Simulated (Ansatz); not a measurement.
# CH4AlS: the cost of one run

Computed with Ansatz 0.2.0 through its Python package. The levels of theory stand in the script.

### Step 1. The structure

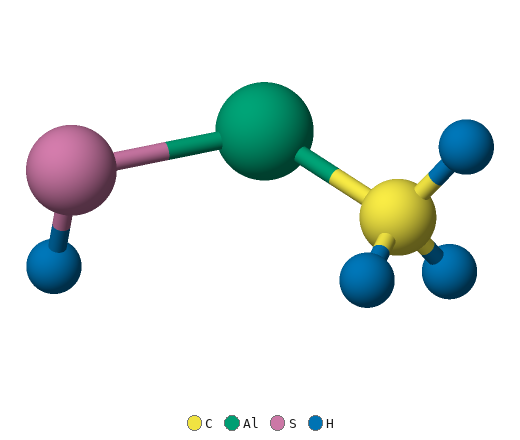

The starting structure, viewed from a chosen angle; carbon yellow, aluminium teal, sulfur pink, hydrogen blue.

No structure file is read: the coordinates are typed or built in the script.

### Step 2. The script

Contents of ch4als.py:

```python
'''Relax CH4AlS cheaply, then refine its energy.'''

import itertools

import ansatz
from ase.data import atomic_numbers, covalent_radii
import numpy as np

geometry = (
    ansatz.Crystal.molecule()
    .atom('C', (-0.9322, 0.5453, -0.3105))
    .atom('Al', (0.0665, -0.3519, 1.0833))
    .atom('S', (2.2633, -0.6698, 0.7887))
    .atom('H', (-1.7012, -0.0733, -0.7058))
    .atom('H', (-0.3052, 0.8683, -1.1742))
    .atom('H', (-1.4432, 1.5178, 0.1072))
    .atom('H', (2.1132, -1.9044, 0.1656))
)

base = geometry.calculation().basis(gaussian='def2-SVP').functional('B3LYP').spin('collinear', total=1)
symbols = [site.symbol for site in geometry.cartesian_sites]
start = np.array([site.position_ang for site in geometry.cartesian_sites], dtype=float)
summary = base.relax(force_tolerance=0.01).run(threads=1).report
end = np.array(summary['positions_ang'])
# pairs closer than 1.2 times the sum of covalent radii, before or after
radius = [covalent_radii[atomic_numbers[s]] for s in symbols]
span = lambda where, i, j: np.linalg.norm(where[i] - where[j])
bonded = [(i, j) for i, j in itertools.combinations(range(len(symbols)), 2) if min(span(start, i, j), span(end, i, j)) < 1.2 * (radius[i] + radius[j])]
print('pair        before    after (A)')
for i, j in bonded:
    print(f'{symbols[i]}{i}-{symbols[j]}{j}'.ljust(10), f'{span(start, i, j):8.4f} {span(end, i, j):8.4f}')
for first, second in list(itertools.combinations(bonded, 2)):
    shared = set(first) & set(second)
    if shared and symbols[(j := shared.pop())] != 'H':
        i, k = sorted((set(first) | set(second)) - {j})
        u, v = end[i] - end[j], end[k] - end[j]
        angle = np.degrees(np.arccos(np.clip(u @ v / np.linalg.norm(u) / np.linalg.norm(v), -1, 1)))
        print(f'final angle {symbols[i]}{i}-{symbols[j]}{j}-{symbols[k]}{k}: {angle:.2f} deg')

minimum = ansatz.Crystal.molecule()
for symbol, place in zip(symbols, end):
    minimum = minimum.atom(symbol, place.tolist())
at_minimum = minimum.calculation().spin('collinear', total=1)
# MP2 extrapolated to the basis limit, plus the small-basis difference CCSD(T) - MP2
level = lambda method, basis: at_minimum.basis(gaussian=basis).correlation(method).run(threads=1).report
small, large, cluster = level('mp2', 'cc-pVDZ'), level('mp2', 'cc-pVTZ'), level('ccsd_t', 'cc-pVDZ')
corr = lambda each: (each['free_energy_ev'] - each['reference_energy_ev']) / 27.211386246
mp2_limit = (27 * corr(large) - 8 * corr(small)) / 19
pieces = {'HF / cc-pVTZ': large['reference_energy_ev'] / 27.211386246, 'MP2 correlation, DZ-TZ limit': mp2_limit, 'CCSD(T) - MP2 / cc-pVDZ': corr(cluster) - corr(small)}
for name, value in pieces.items():
    print(f'{name:32s} {value:14.6f} Ha')
print(f'{"sum":32s} {sum(pieces.values()):14.6f} Ha')
print('T1 diagnostic', round(cluster['correlation']['coupled_cluster']['t1_diagnostic'], 4))
```

### Step 3. The calls as engine input

The engine receives this input (first run):

```yaml
crystal:
  periodic: [false, false, false]
  atoms:
    - { symbol: C, position_ang: [-0.9322, 0.5453, -0.3105] }
    - { symbol: Al, position_ang: [0.0665, -0.3519, 1.0833] }
    - { symbol: S, position_ang: [2.2633, -0.6698, 0.7887] }
    - { symbol: H, position_ang: [-1.7012, -0.0733, -0.7058] }
    - { symbol: H, position_ang: [-0.3052, 0.8683, -1.1742] }
    - { symbol: H, position_ang: [-1.4432, 1.5178, 0.1072] }
    - { symbol: H, position_ang: [2.1132, -1.9044, 0.1656] }
basis:
  gaussian:
    orbitals: def2-SVP
hamiltonian:
  xc: b3lyp
magnetization:
  spin_polarized: true
  initial_magnetization: 1.0
relax:
  f_tol: 0.01
```

### Step 4. Running it

Run with:

```bash
python ch4als.py
```

**Question.** How long does this script take on 1 thread of Arm Neoverse V2, shared host, and how much memory does it need?

About 55 s, with a peak of 0.38 GiB.
